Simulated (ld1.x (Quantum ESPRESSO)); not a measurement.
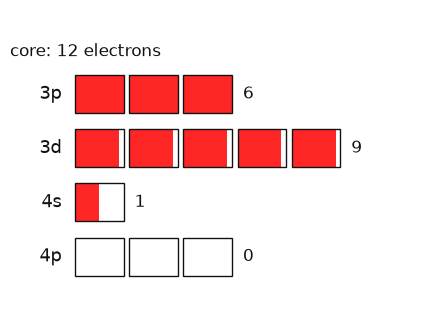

The valence shells of the reference configuration: a box for each of the 2l + 1 orbitals, shaded by the share of the shell that is filled, with the electron count at the right.

**Ni: pseudopotential generation (part 1 of 2)**

- system: nickel (Ni, Z = 28), core [Ne] 3s2, reference valence 3p6 3d9 4s1 4p0, valence charge 16.
- method: RRKJ potential, PBEsol, scalar-relativistic, made with ld1.x (Quantum ESPRESSO) 7.5

### Input file
```
 &input
   title='Ni', zed=28., rel=1, dft='PBESOL', iswitch=3,
   config='[Ar] 3d9 4s1 4p0',
   nld=3, rlderiv=3.60, eminld=-7.0, emaxld=5.0, deld=0.02
 /
 &inputp
   pseudotype=2, tm=.false., rho0=0.001, lloc=0,
   nlcc=.true.,
   file_pseudopw='Ni.UPF', file_wfcaegen='ae.wfc', file_wfcncgen='nc.wfc', file_beta='beta', file_chi='chi'
 /
3
3P  2  1   6.00   0.00  1.20  1.20  0.0
3D  3  2   9.00   0.00  1.50  1.50  0.0
4S  1  0   1.00   0.00  3.32  3.32  0.0
 &test
   configts(1)='3p6 3d9 4s1 4p0'
 /
```

### Input of the test run
```
 &input
   title='Ni', zed=28., rel=1, dft='PBESOL', iswitch=2,
   config='[Ar] 3d9 4s1 4p0'
 /
 &test
   file_pseudo='Ni.UPF', nconf=8,
   configts(1)='3p6 3d9 4s1 4p0',
   configts(2)='3p6 3d8 4s2 4p0',
   configts(3)='3p6 3d8 4s1 4p0',
   configts(4)='3p6 3d8 4s0 4p0',
   configts(5)='3p6 3d6 4s0 4p0',
   configts(6)='3p6 3d8 4s1.5 4p0',
   configts(7)='3p6 3d8 4s0 4p1',
   configts(8)='3p6 3d8 4s0 4p2'
 /
```

Hardware: 1 CPU thread, shared host.

Launched with:
```bash
ld1.x < Ni.in > Ni.out
```

### Log
```
     Program LD1 v.7.5
     --------------------------- All-electron run ----------------------------

     Ni
     scalar relativistic calculation

     atomic number is 28.00
     dft =PBESOL   lsd =0 sic =0 latt =0  beta=0.20 tr2=1.0E-14
     Exchange-correlation= PBESOL
                           (   1   4  10   8   0   0   0)
     mesh =1195 r(mesh) =  98.77016 a.u. xmin = -7.00 dx = 0.01250
     1 Ry =  13.60569312 eV, c = 137.03599908

     n l     nl                  e(Ry)          e(Ha)          e(eV)
     1 0     1S 1( 2.00)      -602.6422      -301.3211     -8199.3650
     2 0     2S 1( 2.00)       -71.6831       -35.8416      -975.2989
     2 1     2P 1( 6.00)       -61.6407       -30.8204      -838.6649
     3 0     3S 1( 2.00)        -7.7705        -3.8853      -105.7234
     3 1     3P 1( 6.00)        -4.8753        -2.4377       -66.3322
     3 2     3D 1( 9.00)        -0.3429        -0.1714        -4.6649
     4 0     4S 1( 1.00)        -0.3302        -0.1651        -4.4932
     4 1     4P 1( 0.00)        -0.0512        -0.0256        -0.6961

     final scf error:  5.9E-15 reached in  31 iterations

     Etot =   -3038.591457 Ry,   -1519.295729 Ha,  -41342.142892 eV

     Ekin =    3080.403773 Ry,    1540.201886 Ha,   41911.028425 eV
     Encl =   -7305.183289 Ry,   -3652.591645 Ha,  -99392.082040 eV
     Eh   =    1310.444714 Ry,     655.222357 Ha,   17829.508636 eV
     Exc  =    -124.256655 Ry,     -62.128327 Ha,   -1690.597913 eV

     normalization and overlap integrals

     s(1S/1S) =  1.000000  <r> =   0.0541  <r2> =    0.0039  r(max) =   0.0353
     s(2S/2S) =  1.000000  <r> =   0.2451  <r2> =    0.0709  r(max) =   0.2055
     s(2P/2P) =  1.000000  <r> =   0.2154  <r2> =    0.0570  r(max) =   0.1641
     s(3S/3S) =  1.000000  <r> =   0.7436  <r2> =    0.6397  r(max) =   0.6410
     s(3P/3P) =  1.000000  <r> =   0.7846  <r2> =    0.7290  r(max) =   0.6491
     s(3D/3D) =  1.000000  <r> =   1.1111  <r2> =    1.7707  r(max) =   0.6331
     s(4S/4S) =  1.000000  <r> =   2.9980  <r2> =   10.6070  r(max) =   2.3521
     s(4P/4P) =  1.000000  <r> =   5.1500  <r2> =   33.0828  r(max) =   3.5977

     ------------------------ End of All-electron run ------------------------

     --------------------- Generating NC pseudopotential ---------------------

      Generating local pot.: lloc=0, matching radius rcloc =   3.3200

      Computing core charge for nlcc:

       r > 0.35 : true rho core
       r < 0.35 : rho core = a sin(br)/r    a=  62.66  b=   7.44

      Integrated core pseudo-charge :   5.89

      Wfc   3P  rcut= 1.213  Estimated cut-off energy=      123.84 Ry
      This function has    0 nodes for 0 < r <    1.213

      Wfc   3D  rcut= 1.519  Estimated cut-off energy=      101.65 Ry
      This function has    0 nodes for 0 < r <    1.519

     ------------------- End of pseudopotential generation -------------------

     --------------------------- All-electron run ----------------------------

     Ni
     scalar relativistic calculation

     atomic number is 28.00
     dft =PBESOL   lsd =0 sic =0 latt =0  beta=0.20 tr2=1.0E-14
     Exchange-correlation= PBESOL
                           (   1   4  10   8   0   0   0)
     mesh =1195 r(mesh) =  98.77016 a.u. xmin = -7.00 dx = 0.01250
     1 Ry =  13.60569312 eV, c = 137.03599908

     n l     nl                  e(Ry)          e(Ha)          e(eV)
     1 0     1S 1( 2.00)      -602.6422      -301.3211     -8199.3650
     2 0     2S 1( 2.00)       -71.6831       -35.8416      -975.2989
     2 1     2P 1( 6.00)       -61.6407       -30.8204      -838.6649
     3 0     3S 1( 2.00)        -7.7705        -3.8853      -105.7234
     3 1     3P 1( 6.00)        -4.8753        -2.4377       -66.3322
     3 2     3D 1( 9.00)        -0.3429        -0.1714        -4.6649
     4 0     4S 1( 1.00)        -0.3302        -0.1651        -4.4932
     4 1     4P 1( 0.00)        -0.0512        -0.0256        -0.6961

     final scf error:  5.9E-15 reached in  31 iterations

     Etot =   -3038.591457 Ry,   -1519.295729 Ha,  -41342.142892 eV

     Ekin =    3080.403773 Ry,    1540.201886 Ha,   41911.028425 eV
     Encl =   -7305.183289 Ry,   -3652.591645 Ha,  -99392.082040 eV
     Eh   =    1310.444714 Ry,     655.222357 Ha,   17829.508636 eV
     Exc  =    -124.256655 Ry,     -62.128327 Ha,   -1690.597913 eV

     normalization and overlap integrals

     s(1S/1S) =  1.000000  <r> =   0.0541  <r2> =    0.0039  r(max) =   0.0353
     s(2S/2S) =  1.000000  <r> =   0.2451  <r2> =    0.0709  r(max) =   0.2055
     s(2P/2P) =  1.000000  <r> =   0.2154  <r2> =    0.0570  r(max) =   0.1641
     s(3S/3S) =  1.000000  <r> =   0.7436  <r2> =    0.6397  r(max) =   0.6410
     s(3P/3P) =  1.000000  <r> =   0.7846  <r2> =    0.7290  r(max) =   0.6491
     s(3D/3D) =  1.000000  <r> =   1.1111  <r2> =    1.7707  r(max) =   0.6331
     s(4S/4S) =  1.000000  <r> =   2.9980  <r2> =   10.6070  r(max) =   2.3521
     s(4P/4P) =  1.000000  <r> =   5.1500  <r2> =   33.0828  r(max) =   3.5977

     ------------------------ End of All-electron run ------------------------

     Computing logarithmic derivative in   3.62033

       Warning: n=2, l=1 expected 0 nodes, found 1
       Setting wfc to zero for this iteration
       (This warning will only be printed once per wavefunction)

     Computing logarithmic derivative in   3.62033
     Computing the partial wave expansion
       no projector for channel:   0
     R is outside the sphere for l=    1 j= 0.00
     R is outside the sphere for l=    2 j= 0.00

     ---------------------- Testing the pseudopotential ----------------------

     Ni
     scalar relativistic calculation

     atomic number is 28.00   valence charge is 16.00
     dft =PBESOL   lsd =0 sic =0 latt =0  beta=0.20 tr2=1.0E-14
     mesh =1195 r(mesh) =  98.77016 xmin = -7.00 dx = 0.01250

     n l     nl             e AE (Ry)        e PS (Ry)    De AE-PS (Ry)
     2 1     3P   1( 6.00)       -4.87533       -4.87533        0.00000
     3 2     3D   1( 9.00)       -0.34286       -0.34286        0.00000
     1 0     4S   1( 1.00)       -0.33024       -0.33024        0.00000
     3 1     4P   1( 0.00)       -0.05116       -0.02914       -0.02202  !

     eps = 2.1E-16  iter = 11

     Etot =   -3038.591457 Ry,   -1519.295729 Ha,  -41342.142892 eV
     Etotps =  -263.672457 Ry,    -131.836228 Ha,   -3587.446535 eV

     Ekin =     153.378195 Ry,      76.689097 Ha,    2086.816647 eV
     Encl =    -406.195727 Ry,    -203.097863 Ha,   -5526.574408 eV
     Ehrt =     219.574887 Ry,     109.787444 Ha,    2987.468534 eV
     Ecxc =     -48.871822 Ry,     -24.435911 Ha,    -664.935016 eV
     (Ecc =     -17.934715 Ry,      -8.967358 Ha,    -244.014233 eV)
     Epseu=    -181.557990 Ry,     -90.778995 Ha,   -2470.222291 eV

     ---------------------- End of pseudopotential test ----------------------
```

### Output of the test run (extracts)
```
     ---------------------- Testing the pseudopotential ----------------------

     Ni
     scalar relativistic calculation

     atomic number is 28.00   valence charge is 16.00
     dft =PBESOL   lsd =0 sic =0 latt =0  beta=0.20 tr2=1.0E-14
     mesh =1195 r(mesh) =  98.77016 xmin = -7.00 dx = 0.01250

     n l     nl             e AE (Ry)        e PS (Ry)    De AE-PS (Ry)
     2 1     3P   1( 6.00)       -4.87533       -5.11838        0.24305  !
     3 2     3D   1( 9.00)       -0.34286       -0.04928       -0.29358  !
     1 0     4S   1( 1.00)       -0.33024       -0.00000       -0.33024  !
     3 1     4P   1( 0.00)       -0.05116       -0.05116        0.00000

     eps = 4.7E-15  iter = 42

     Etot =   -3038.591457 Ry,   -1519.295729 Ha,  -41342.142892 eV
     Etotps =   -50.739093 Ry,     -25.369546 Ha,    -690.340529 eV

     Ekin =      -0.950234 Ry,      -0.475117 Ha,     -12.928594 eV
     Encl =     -30.167703 Ry,     -15.083851 Ha,    -410.452509 eV
     Ehrt =       1.773069 Ry,       0.886534 Ha,      24.123827 eV
     Ecxc =     -21.394224 Ry,     -10.697112 Ha,    -291.083252 eV
     (Ecc =     -17.934715 Ry,      -8.967358 Ha,    -244.014233 eV)

     ---------------------- End of pseudopotential test ----------------------

     ---------------------- Testing the pseudopotential ----------------------

     Ni
     scalar relativistic calculation

     atomic number is 28.00   valence charge is 16.00
     dft =PBESOL   lsd =0 sic =0 latt =0  beta=0.20 tr2=1.0E-14
     mesh =1195 r(mesh) =  98.77016 xmin = -7.00 dx = 0.01250

     n l     nl             e AE (Ry)        e PS (Ry)    De AE-PS (Ry)
     2 1     3P   1( 6.00)       -5.23711       -5.25285        0.01575  !
     3 2     3D   1( 8.00)       -0.65417       -0.64955       -0.00462
     1 0     4S   1( 2.00)       -0.41616       -0.41624        0.00008
     3 1     4P   1( 0.00)       -0.08762       -0.04649       -0.04113  !

     eps = 2.5E-15  iter = 19

     Etot =   -3038.473244 Ry,   -1519.236622 Ha,  -41340.534517 eV
     Etotps =  -263.554588 Ry,    -131.777294 Ha,   -3585.842841 eV
     dEtot_ae =       0.118213 Ry
     dEtot_ps =    -212.815495 Ry,   Delta E=     212.933708 Ry

     Ekin =     148.739825 Ry,      74.369912 Ha,    2023.708409 eV
     Encl =    -401.685843 Ry,    -200.842921 Ha,   -5465.214311 eV
     Ehrt =     214.426864 Ry,     107.213432 Ha,    2917.426103 eV
     Ecxc =     -48.310088 Ry,     -24.155044 Ha,    -657.292237 eV
     (Ecc =     -17.934715 Ry,      -8.967358 Ha,    -244.014233 eV)
     Epseu=    -176.725345 Ry,     -88.362672 Ha,   -2404.470805 eV

     ---------------------- End of pseudopotential test ----------------------

     ---------------------- Testing the pseudopotential ----------------------

     Ni
     scalar relativistic calculation

     atomic number is 28.00   valence charge is 16.00
     dft =PBESOL   lsd =0 sic =0 latt =0  beta=0.20 tr2=1.0E-14
     mesh =1195 r(mesh) =  98.77016 xmin = -7.00 dx = 0.01250

     n l     nl             e AE (Ry)        e PS (Ry)    De AE-PS (Ry)
     2 1     3P   1( 6.00)       -5.90798       -5.93006        0.02208  !
     3 2     3D   1( 8.00)       -1.31961       -1.32358        0.00397
     1 0     4S   1( 1.00)       -0.96845       -0.97587        0.00742  !
     3 1     4P   1( 0.00)       -0.55314       -0.45696       -0.09618  !

     eps = 9.7E-15  iter = 16

     Etot =   -3037.787020 Ry,   -1518.893510 Ha,  -41331.197968 eV
     Etotps =  -262.865624 Ry,    -131.432812 Ha,   -3576.469009 eV
     dEtot_ae =       0.804437 Ry
     dEtot_ps =    -212.126531 Ry,   Delta E=     212.930968 Ry

     Ekin =     149.674382 Ry,      74.837191 Ha,    2036.423714 eV
     Encl =    -390.758870 Ry,    -195.379435 Ha,   -5316.545270 eV
     Ehrt =     204.009347 Ry,     102.004673 Ha,    2775.688569 eV
     Ecxc =     -47.924095 Ry,     -23.962048 Ha,    -652.040533 eV
     (Ecc =     -17.934715 Ry,      -8.967358 Ha,    -244.014233 eV)
     Epseu=    -177.866388 Ry,     -88.933194 Ha,   -2419.995489 eV

     ---------------------- End of pseudopotential test ----------------------

     ---------------------- Testing the pseudopotential ----------------------

     Ni
     scalar relativistic calculation

     atomic number is 28.00   valence charge is 16.00
     dft =PBESOL   lsd =0 sic =0 latt =0  beta=0.20 tr2=1.0E-14
     mesh =1195 r(mesh) =  98.77016 xmin = -7.00 dx = 0.01250

     n l     nl             e AE (Ry)        e PS (Ry)    De AE-PS (Ry)
     2 1     3P   1( 6.00)       -6.68239       -6.74538        0.06299  !
     3 2     3D   1( 8.00)       -2.08291       -2.12707        0.04416  !
     1 0     4S   1( 0.00)       -1.57641       -1.61722        0.04081  !
     3 1     4P   1( 0.00)       -1.08772       -0.93633       -0.15140  !

     eps = 3.8E-15  iter = 12

     Etot =   -3036.518386 Ry,   -1518.259193 Ha,  -41313.937317 eV
     Etotps =  -261.576225 Ry,    -130.788112 Ha,   -3558.925843 eV
     dEtot_ae =       2.073071 Ry
     dEtot_ps =    -210.837132 Ry,   Delta E=     212.910203 Ry

     Ekin =     151.096329 Ry,      75.548165 Ha,    2055.770290 eV
     Encl =    -377.793470 Ry,    -188.896735 Ha,   -5140.142023 eV
     Ehrt =     192.232029 Ry,      96.116015 Ha,    2615.449998 eV
     Ecxc =     -47.479626 Ry,     -23.739813 Ha,    -645.993221 eV
     (Ecc =     -17.934715 Ry,      -8.967358 Ha,    -244.014233 eV)
     Epseu=    -179.631487 Ry,     -89.815744 Ha,   -2444.010888 eV

     ---------------------- End of pseudopotential test ----------------------

     ---------------------- Testing the pseudopotential ----------------------

     Ni
     scalar relativistic calculation

     atomic number is 28.00   valence charge is 16.00
     dft =PBESOL   lsd =0 sic =0 latt =0  beta=0.20 tr2=1.0E-14
     mesh =1195 r(mesh) =  98.77016 xmin = -7.00 dx = 0.01250

     n l     nl             e AE (Ry)        e PS (Ry)    De AE-PS (Ry)
     2 1     3P   1( 6.00)       -9.75639       -9.94949        0.19310  !
     3 2     3D   1( 6.00)       -5.02992       -5.10913        0.07920  !
     1 0     4S   1( 0.00)       -3.40905       -3.73882        0.32976  !
     3 1     4P   1( 0.00)       -2.72761       -2.31108       -0.41653  !

     eps = 9.6E-15  iter = 17

     Etot =   -3029.539189 Ry,   -1514.769595 Ha,  -41218.980514 eV
     Etotps =  -254.447220 Ry,    -127.223610 Ha,   -3461.930797 eV
     dEtot_ae =       9.052268 Ry
     dEtot_ps =    -203.708127 Ry,   Delta E=     212.760395 Ry

     Ekin =     137.077335 Ry,      68.538667 Ha,    1865.032151 eV
     Encl =    -333.300729 Ry,    -166.650364 Ha,   -4534.787431 eV
     Ehrt =     151.327316 Ry,      75.663658 Ha,    2058.913022 eV
     Ecxc =     -44.231069 Ry,     -22.115535 Ha,    -601.794354 eV
     (Ecc =     -17.934715 Ry,      -8.967358 Ha,    -244.014233 eV)
     Epseu=    -165.320073 Ry,     -82.660037 Ha,   -2249.294185 eV

     ---------------------- End of pseudopotential test ----------------------
```

(Continued in part 2.) Outcome of the run: generated; ld1.x warns of wrong node counts.
